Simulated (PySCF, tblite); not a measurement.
**C₄H₆O₃SSi: geometry, infrared bands and NMR shifts**

What infrared bands and NMR shifts should C₄H₆O₃SSi (`CO[SiH2]SC(=C=O)C=O`) show?

Computed with tblite 0.8.0 and PySCF 2.14.0, with density-fitted response routines of our own, on a single molecule in the gas phase. Atoms count from 0, in the outputs and in this text.

## Step 1: The starting structure

15 atoms, charge 0, multiplicity 1; geometry from: force field or distance geometry start.

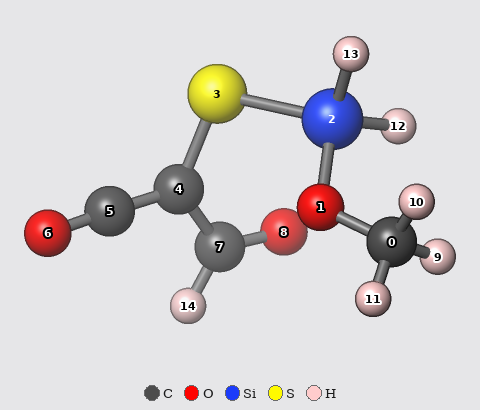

The starting geometry (carbon dark grey, oxygen red, silicon blue, sulfur yellow, hydrogen pink), atoms numbered.

## Step 2: Relaxing the molecule with GFN2-xTB

Job settings and geometry (Å):

```
{"job": {"kind": "relax", "xc": "GFN2-xTB", "basis": "xTB"}, "charge": 0, "multiplicity": 1}
C      2.411100     0.562600     0.574500
O      1.161000     0.192500    -0.018500
Si     0.706300    -1.408200     0.120600
S     -1.292900    -1.531100    -0.676100
C     -1.945500     0.024200    -0.334700
C     -2.346700     0.789300    -1.315100
O     -2.709500     1.508700    -2.174300
C     -2.120500     0.509400     1.050600
O     -1.807500    -0.138200     2.045100
H      2.391100     0.404800     1.664200
H      3.237300     0.025100     0.116100
H      2.547400     1.631500     0.396000
H      0.733800    -1.830300     1.543300
H      1.610000    -2.249800    -0.695300
H     -2.579800     1.517600     1.142200
```

The run is started by

```console
$ OMP_NUM_THREADS=1 python probes_run.py task.json out
```

One launch serves the whole session: the jobs run in the order shown.

The program printed:

```text
step      E/eV     max force
  0    -783.78060    2.432
  1    -783.79300    6.436
  2    -783.94706    1.626
  3    -783.95643    1.665
  4    -783.97786    0.264
  5    -783.98395    0.256
  6    -783.99195    0.381
  7    -783.99888    0.261
  8    -784.00826    0.276
  9    -784.02034    0.332
 10    -784.03324    0.370
 11    -784.04448    0.285
 12    -784.05450    0.247
 13    -784.06408    0.251
 14    -784.07288    0.238
 15    -784.07948    0.189
 16    -784.08390    0.151
 17    -784.08756    0.178
 18    -784.09161    0.192
 19    -784.09635    0.217
 20    -784.10107    0.163
 21    -784.10468    0.131
 22    -784.10698    0.118
 23    -784.10859    0.104
 24    -784.10998    0.108
 25    -784.11139    0.100
 26    -784.11315    0.142
 27    -784.11564    0.201
 28    -784.11888    0.206
 29    -784.12192    0.136
 30    -784.12399    0.122
 31    -784.12544    0.107
 32    -784.12681    0.135
 33    -784.12827    0.106
 34    -784.12986    0.133
 35    -784.13169    0.160
 36    -784.13379    0.165
 37    -784.13558    0.118
 38    -784.13687    0.086
 39    -784.13757    0.088
 40    -784.13812    0.068
 41    -784.13872    0.060
 42    -784.13931    0.059
 43    -784.13978    0.056
 44    -784.14022    0.062
 45    -784.14087    0.075
 46    -784.14185    0.099
 47    -784.14295    0.097
 48    -784.14371    0.072
 49    -784.14410    0.047
 50    -784.14438    0.053
 51    -784.14473    0.062
 52    -784.14508    0.044
 53    -784.14542    0.050
 54    -784.14580    0.052
 55    -784.14632    0.079
 56    -784.14699    0.100
 57    -784.14765    0.080
 58    -784.14812    0.046
 59    -784.14848    0.046
 60    -784.14889    0.051
 61    -784.14932    0.051
 62    -784.14965    0.057
 63    -784.14985    0.044
 64    -784.15000    0.032
 65    -784.15021    0.039
 66    -784.15047    0.041
 67    -784.15073    0.050
 68    -784.15100    0.060
 69    -784.15135    0.072
 70    -784.15180    0.077
 71    -784.15220    0.051
 72    -784.15248    0.045
 73    -784.15270    0.046
 74    -784.15300    0.060
 75    -784.15343    0.081
 76    -784.15394    0.071
 77    -784.15435    0.046
 78    -784.15464    0.046
 79    -784.15487    0.053
 80    -784.15507    0.043
 81    -784.15520    0.032
 82    -784.15531    0.037
 83    -784.15545    0.046
 84    -784.15565    0.060
 85    -784.15589    0.051
 86    -784.15615    0.061
 87    -784.15635    0.048
 88    -784.15646    0.031
 89    -784.15650    0.019
 90    -784.15653    0.011
 91    -784.15655    0.012
 92    -784.15657    0.015
 93    -784.15658    0.016
 94    -784.15660    0.013
 95    -784.15663    0.017
 96    -784.15667    0.021
 97    -784.15674    0.033
 98    -784.15683    0.044
 99    -784.15694    0.038
100    -784.15705    0.032
101    -784.15713    0.023
102    -784.15720    0.022
103    -784.15726    0.022
104    -784.15735    0.054
105    -784.15748    0.049
106    -784.15763    0.082
107    -784.15776    0.033
108    -784.15782    0.021
109    -784.15784    0.013
110    -784.15789    0.013
111    -784.15793    0.012
112    -784.15796    0.016
113    -784.15800    0.019
114    -784.15807    0.019
115    -784.15815    0.020
116    -784.15821    0.020
117    -784.15825    0.041
118    -784.15830    0.034
119    -784.15840    0.022
120    -784.15850    0.023
121    -784.15855    0.016
122    -784.15860    0.008
```

Wall time 1 s (1 thread of Arm Neoverse V1, shared host).

Along the way: (not every step is listed)

| step | energy from step 0 (eV) | largest force (eV/Å) |
| --- | --- | --- |
| 0 | 0.0000 | 2.4315 |
| 1 | -0.0124 | 6.4363 |
| 2 | -0.1665 | 1.6265 |
| 3 | -0.1758 | 1.6654 |
| 4 | -0.1973 | 0.2642 |
| 5 | -0.2034 | 0.2565 |
| 6 | -0.2113 | 0.3811 |
| 7 | -0.2183 | 0.2610 |
| 8 | -0.2277 | 0.2764 |
| 18 | -0.3110 | 0.1919 |
| 28 | -0.3383 | 0.2057 |
| 38 | -0.3563 | 0.0860 |
| 48 | -0.3631 | 0.0717 |
| 58 | -0.3675 | 0.0456 |
| 68 | -0.3704 | 0.0597 |
| 78 | -0.3740 | 0.0456 |
| 88 | -0.3759 | 0.0309 |
| 98 | -0.3762 | 0.0437 |
| 108 | -0.3772 | 0.0209 |
| 117 | -0.3776 | 0.0407 |
| 118 | -0.3777 | 0.0341 |
| 119 | -0.3778 | 0.0222 |
| 120 | -0.3779 | 0.0226 |
| 121 | -0.3779 | 0.0158 |
| 122 | -0.3780 | 0.0082 |

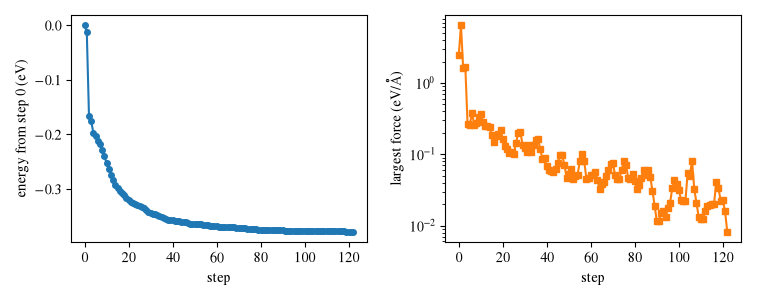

Energy and force, step by step.

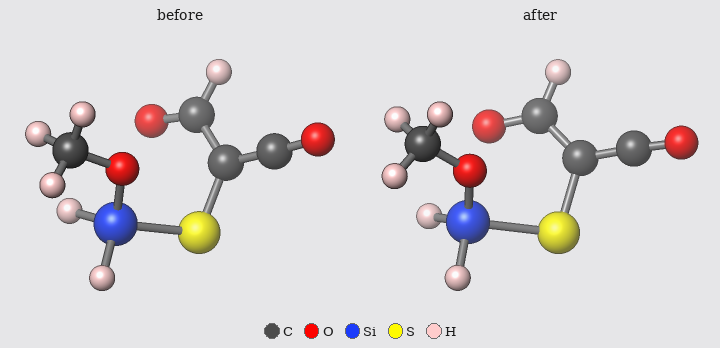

The geometry before (left) and after (right).

Distances of close pairs at the start and the end, largest changes first:

| bond | before (Å) | after (Å) | change (Å) |
| --- | --- | --- | --- |
| S3–C4 | 1.721 | 1.797 | +0.076 |
| O1–Si2 | 1.670 | 1.612 | -0.058 |
| C4–C7 | 1.478 | 1.436 | -0.043 |
| C0–O1 | 1.432 | 1.396 | -0.036 |
| Si2–H12 | 1.484 | 1.450 | -0.034 |
| C5–O6 | 1.178 | 1.154 | -0.024 |
| C7–O8 | 1.227 | 1.210 | -0.018 |
| Si2–H13 | 1.480 | 1.463 | -0.017 |

The final coordinates are the input of the step that follows.

## Step 3: Vibrational analysis with GFN2-xTB

Job settings and geometry (Å):

```
{"job": {"kind": "ir", "xc": "GFN2-xTB", "basis": "xTB"}, "charge": 0, "multiplicity": 1}
C      2.304779     0.607830     0.701250
O      1.187927     0.062384     0.065458
Si     0.629638    -1.445342     0.184183
S     -1.195192    -1.390182    -0.984385
C     -1.918173     0.147828    -0.400018
C     -2.557686     0.801680    -1.338186
O     -3.109647     1.334958    -2.200155
C     -1.729811     0.550443     0.965046
O     -1.028917    -0.039087     1.755183
H      2.143842     0.647531     1.779826
H      3.196351     0.010798     0.499735
H      2.448488     1.617784     0.316339
H      0.464665    -2.029471     1.500892
H      1.433931    -2.335743    -0.653491
H     -2.274608     1.466577     1.246824
```

The program printed:

```text
mode    cm-1     km/mol
  1      27.2      2.42
  2      52.5      0.50
  3      93.9      1.41
  4     102.1      0.37
  5     130.3      1.61
  6     133.3     10.11
  7     150.1     36.86
  8     180.2     14.29
  9     218.3      4.83
 10     272.2     10.01
 11     331.6      4.48
 12     452.1     18.55
 13     473.5     36.12
 14     530.6     19.78
 15     548.4     16.99
 16     564.5      9.63
 17     599.7     77.39
 18     638.1     23.83
 19     755.3    277.83
 20     790.7    128.65
 21     860.8    172.89
 22     884.1      1.00
 23    1073.1     64.97
 24    1131.7      3.81
 25    1139.1     59.97
 26    1162.7    174.56
 27    1319.1      0.73
 28    1400.3     47.34
 29    1415.7      0.11
 30    1477.3      5.63
 31    1485.1      3.03
 32    1691.9    579.26
 33    2247.4   1466.61
 34    2256.6    365.01
 35    2372.7    144.77
 36    2806.9     97.74
 37    2964.9     34.03
 38    2978.8     32.32
 39    2997.3     19.16
```

Wall time 0.64 s (1 thread of Arm Neoverse V1, shared host).

Which atoms move in the most intense modes:

| cm⁻¹ | km/mol | atoms |
| --- | --- | --- |
| 755 | 277.8 | H13 61 %, H12 23 % |
| 791 | 128.7 | Si2 41 %, O1 28 %, C0 21 % |
| 861 | 172.9 | H12 59 %, H13 39 % |
| 1163 | 174.6 | O1 48 %, C0 26 %, H11 13 % |
| 1692 | 579.3 | C7 60 %, O8 39 % |
| 2247 | 1466.6 | C5 63 %, O6 21 % |
| 2257 | 365.0 | H13 85 % |
| 2373 | 144.8 | H12 92 % |

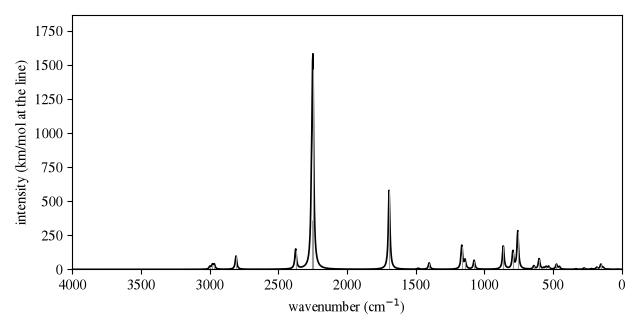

The infrared spectrum from these modes, unscaled. Lines are broadened to a width of 14 cm⁻¹ (Lorentzian).

## Step 4: Nuclear shieldings: PBE0/pcSseg-1

Same as in step 3 but for these lines:

```diff
@@ -1,2 +1,2 @@
-{"job": {"kind": "ir", "xc": "GFN2-xTB", "basis": "xTB"}, "charge": 0, "multiplicity": 1}
+{"job": {"kind": "nmr", "xc": "PBE0", "basis": "pcSseg-1"}, "charge": 0, "multiplicity": 1}
 C      2.304779     0.607830     0.701250
```

Level: GIAO PBE0/pcSseg-1 NMR shielding, non-relativistic, gas phase.

The program printed:

```text
coarse grid: 14576 points
cycle   1  E = -1068.3030138433  dE =  1.678e+00  |g| = 1.138e+00  |ddm| = 3.866e+00
cycle   2  E = -1066.8723682442  dE =  1.431e+00  |g| = 2.809e+00  |ddm| = 4.248e+00
cycle   3  E = -1068.4900024058  dE = -1.618e+00  |g| = 5.333e-01  |ddm| = 3.740e+00
cycle   4  E = -1068.5437497565  dE = -5.375e-02  |g| = 2.484e-01  |ddm| = 7.795e-01
cycle   5  E = -1068.5539461380  dE = -1.020e-02  |g| = 9.828e-02  |ddm| = 2.264e-01
cycle   6  E = -1068.5558291395  dE = -1.883e-03  |g| = 2.830e-02  |ddm| = 9.503e-02
cycle   7  E = -1068.5559979080  dE = -1.688e-04  |g| = 9.521e-03  |ddm| = 3.564e-02
cycle   8  E = -1068.5560144535  dE = -1.655e-05  |g| = 2.857e-03  |ddm| = 1.077e-02
cycle   9  E = -1068.5560166870  dE = -2.233e-06  |g| = 8.437e-04  |ddm| = 5.602e-03
final grid: 134360 points
cycle  10  E = -1068.6426404170  dE =  3.774e-06  |g| = 1.701e-02  |ddm| = 2.780e-02
cycle  11  E = -1068.6424738242  dE =  1.666e-04  |g| = 3.436e-02  |ddm| = 3.701e-02
cycle  12  E = -1068.6426899098  dE = -2.161e-04  |g| = 3.937e-03  |ddm| = 2.759e-02
cycle  13  E = -1068.6426930030  dE = -3.093e-06  |g| = 4.727e-04  |ddm| = 3.220e-03
cycle  14  E = -1068.6426930391  dE = -3.606e-08  |g| = 1.847e-04  |ddm| = 5.588e-04
cycle  15  E = -1068.6426930451  dE = -5.970e-09  |g| = 8.467e-05  |ddm| = 2.454e-04
cycle  16  E = -1068.6426930465  dE = -1.385e-09  |g| = 1.876e-05  |ddm| = 9.762e-05
cycle  17  E = -1068.6426930465  dE = -7.822e-11  |g| = 4.301e-06  |ddm| = 2.278e-05
converged SCF energy = -1068.6426930465

GIAO shielding tensors (ppm)
atom      isotropic    diamagn.    paramagn.     s11        s22        s33       span
  0 C      134.580     240.402    -105.822    108.041    109.301    186.398     78.357
  1 O      331.478     401.415     -69.937    289.316    342.245    362.873     73.557
  2 Si     365.525     879.282    -513.757    312.105    349.781    434.688    122.582
  3 S      619.017    1058.094    -439.077    484.470    550.294    822.287    337.817
  4 C      135.345     265.938    -130.593    101.912    144.172    159.950     58.038
  5 C      -12.620     263.182    -275.802    -94.837    -54.616    111.593    206.430
  6 O      -68.819     401.177    -469.996   -203.764    -90.798     88.103    291.867
  7 C        1.539     241.166    -239.628    -89.865    -11.956    106.437    196.302
  8 O     -267.645     403.106    -670.751   -829.334   -347.099    373.498   1202.832
  9 H       27.973      28.219      -0.246     23.398     26.039     34.482     11.084
 10 H       28.110      27.207       0.903     23.721     25.491     35.119     11.398
 11 H       27.949      28.485      -0.536     23.397     25.745     34.703     11.306
 12 H       25.553      29.020      -3.466     22.484     23.461     30.715      8.231
 13 H       26.550      28.977      -2.427     23.057     24.283     32.309      9.252
 14 H       21.858      27.208      -5.350     18.935     20.472     26.167      7.232
```

Run time: 41 s. Hardware: 1 thread of Arm Neoverse V1, shared host; peak memory 0.88 GiB.

Shifts follow as δ = σ(reference) − σ, with reference shieldings (ppm) from runs at the same level and on the same kind of geometry: 1H TMS 31.72, 13C TMS 186.9, 29Si TMS 349.2, 17O H2O 336.1, 33S CS2 504. The references are single molecules in the gas phase, so shifts against H2O, NH3, PH3, H3PO4 or CFCl3 are not on the usual liquid scales and can be off by tens of ppm. Atoms listed in one row are averaged.

| atoms | environment | σ (ppm) | δ (ppm) | δ scaled to CDCl3 |
| --- | --- | --- | --- | --- |
| C5 | central carbon of a ketene | -12.6 | 199.5 | 192.8 |
| C7 | aldehyde carbonyl carbon | 1.5 | 185.4 | 179.0 |
| C0 | methyl carbon bonded to O | 134.6 | 52.3 | 49.2 |
| C4 | terminal carbon of a ketene | 135.3 | 51.6 | 44.0 |
| H14 | hydrogen on an aldehyde carbonyl carbon | 21.86 | 9.86 | 9.40 |
| H12, H13 | hydrogen on a silicon bonded to O, S | 26.05 | 5.67 | – |
| H9, H10, H11 | hydrogen on a methyl carbon bonded to O | 28.01 | 3.71 | 3.60 |
| O8 | aldehyde oxygen | -267.6 | 603.7 | – |
| O6 | carbonyl oxygen | -68.8 | 404.9 | – |
| O1 | oxygen bonded to C, Si | 331.5 | 4.6 | – |
| Si2 | silicon bonded to O, S, 2 H | 365.5 | -16.4 | – |
| S3 | sulfur bonded to C, Si | 619 | -115 | – |

The scaled column applies a straight-line fit of computed shieldings to shifts measured in CDCl3, with any fitted terms for Cl, Br or S neighbours (root-mean-square error 0.16 ppm for H, 1.9 ppm for C).

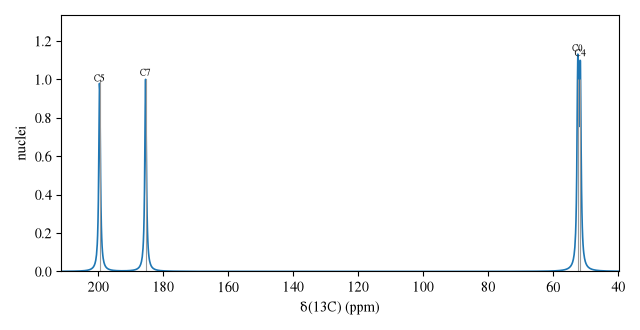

13C lines at the computed shifts, without couplings. Lines are broadened to a width of 0.59 ppm (Lorentzian).

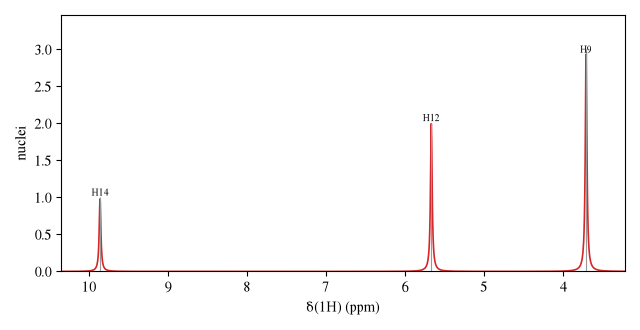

1H lines at the computed shifts, without couplings. Lines are broadened to a width of 0.02 ppm (Lorentzian).

Charges from the same density, by scheme (e):

| atoms | Mulliken | IAO | Hirshfeld | ESP fit |
| --- | --- | --- | --- | --- |
| C0 | -0.01 | -0.20 | -0.03 | -0.16 |
| O1 | -0.64 | -0.64 | -0.23 | -0.34 |
| Si2 | 0.82 | 0.96 | 0.36 | 0.52 |
| S3 | -0.15 | -0.12 | -0.08 | -0.17 |
| C4 | -0.61 | -0.33 | -0.08 | -0.52 |
| C5 | 0.53 | 0.48 | 0.23 | 0.65 |
| O6 | -0.22 | -0.23 | -0.10 | -0.28 |
| C7 | 0.44 | 0.25 | 0.11 | 0.50 |
| O8 | -0.40 | -0.41 | -0.20 | -0.43 |

ESP fit charges:

C0 -0.16; O1 -0.34; Si2 0.52; S3 -0.17; C4 -0.52; C5 0.65; O6 -0.28; C7 0.50; O8 -0.43; H9 0.12; H10 0.10; H11 0.12; H12 -0.05; H13 -0.09; H14 0.03

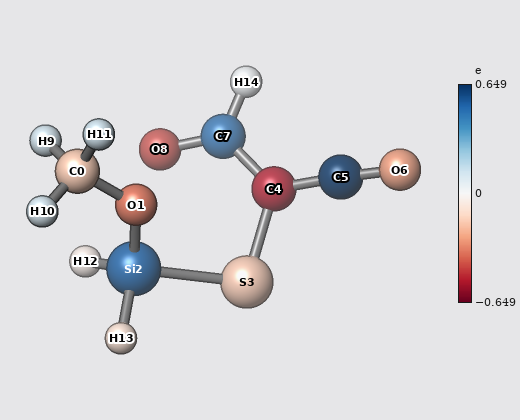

ESP fit charges, as colours on the atoms.

Mayer bond orders: C0–O1 0.89, O1–Si2 0.97, Si2–S3 0.87, S3–C4 1.04, C4–C5 1.54, C5–O6 2.20, C4–C7 1.04, C7–O8 1.85.

## Step 5: What came out

```
                                                              quantity                         value
                             strongest single infrared mode (GFN2-xTB)        2247 cm⁻¹, 1467 km/mol
                                          zero-point energy (GFN2-xTB)                 58.2 kcal/mol
                                13C shifts against TMS (PBE0/pcSseg-1)  199.5, 185.4, 52.3, 51.6 ppm
1H shifts against TMS (PBE0/pcSseg-1, means over atoms taken as alike)          9.86, 5.67, 3.71 ppm
                                17O shifts against H2O (PBE0/pcSseg-1)         603.7, 404.9, 4.6 ppm
                               29Si shifts against TMS (PBE0/pcSseg-1)                     -16.4 ppm
                                33S shifts against CS2 (PBE0/pcSseg-1)                      -115 ppm
```

**Reading.** Over 122 steps the energy fell by 0.378 eV; of the close pairs, S3–C4 changed most, 1.721 to 1.797 Å. No mode is imaginary among the 39: a minimum at this level. The strongest single mode, at 2247 cm⁻¹, moves mainly C5. GFN2-xTB is a fitted tight-binding method: band positions and strengths are rough. Its intensities can rank the bands wrongly. The most deshielded hydrogen is H14 (hydrogen on an aldehyde carbonyl carbon), at 9.86 ppm: the formyl region, downfield of aromatic protons. At PBE0/pcSseg-1: The widest tensor belongs to O8: span 1203 ppm, with a paramagnetic part of -671 ppm.
